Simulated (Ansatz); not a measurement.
Ru: space group P6_3/mmc (No. 194), a = 2.706 Å, b = 2.706 Å, c = 4.258 Å, α = 90.00°, β = 90.00°, γ = 120.00°. Origin: coordinates from a relaxation with DFT, m-r2SCAN, plane waves (500 eV) with PAW, scalar-relativistic in Ansatz 0.2.0. Forms under 0.4 % of the area are left out.

> What shape follows from the Bravais–Friedel–Donnay–Harker rule?

The forms computed, by share of the surface:

```csv
form,faces,d (Å),share of area (%)
{100},6,2.343,41.5
{101},12,2.053,40.2
{002},2,2.129,18.3
```

The crystal is roughly equant (blocky). Widths along a, b and c stand as 1.00 : 1.00 : 0.95.

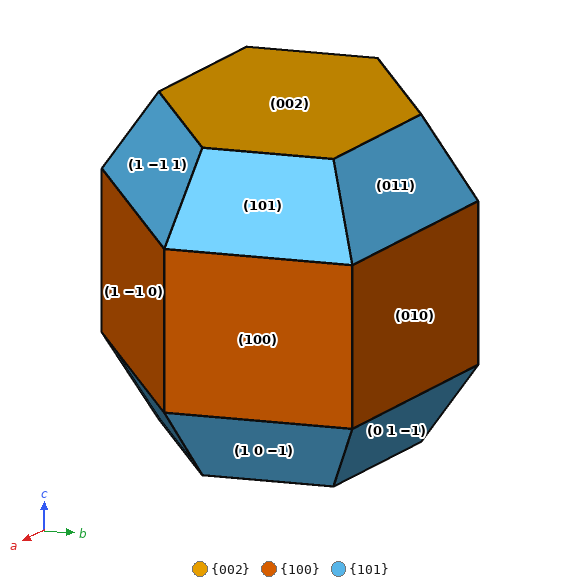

The computed shape, faces indexed. The rule is geometric and ignores bonding and growth conditions.
